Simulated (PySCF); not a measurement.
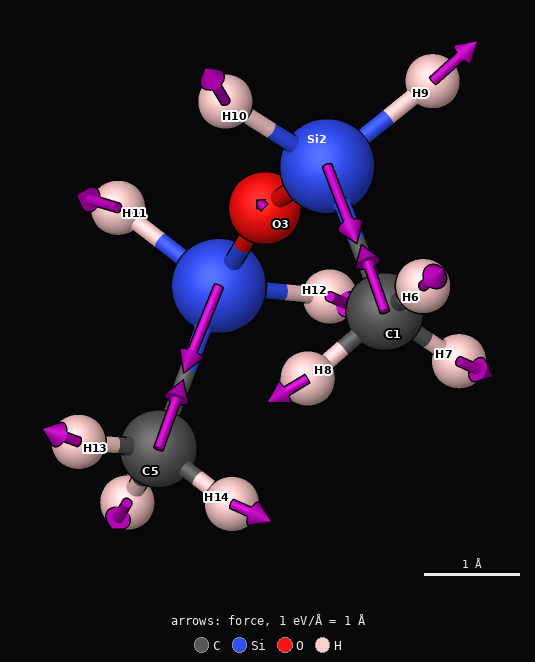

Starting geometry of C₂H₁₀OSi₂ with the computed forces as purple arrows. The picture is a ball-and-stick view, seen from a free direction.

The start comes from GFN2-xTB.

The calculation used PBE0-D3(BJ)/def2-SVP geometry optimisation, gas phase (PySCF 2.14.0, density-fitted response routines). 

Q: What follows when this structure is relaxed?

A: It isn't relaxed: the largest force vector, on a Si atom, is 1.04 eV/Å. The final displacements have little in common with the starting forces (cosine between the two patterns 0.11). The atom that moves furthest after the best rigid fit is an H atom (0.39 Å). Largest moves by element: H 0.39 Å, O 0.25 Å, C 0.19 Å, Si 0.05 Å. Some distances before and after: O–Si 1.622 → 1.658 Å, H–Si 1.464 → 1.495 Å, C–Si 1.897 → 1.871 Å, C–H 1.087 → 1.101 Å. Among the angles between lasting bonds that change: Si–O–Si 164.8° → 150.1°, H–Si–H 112.6° → 108.8°, H–Si–H 112.5° → 108.9°. Over 10 geometry steps the energy falls by 0.172 eV.
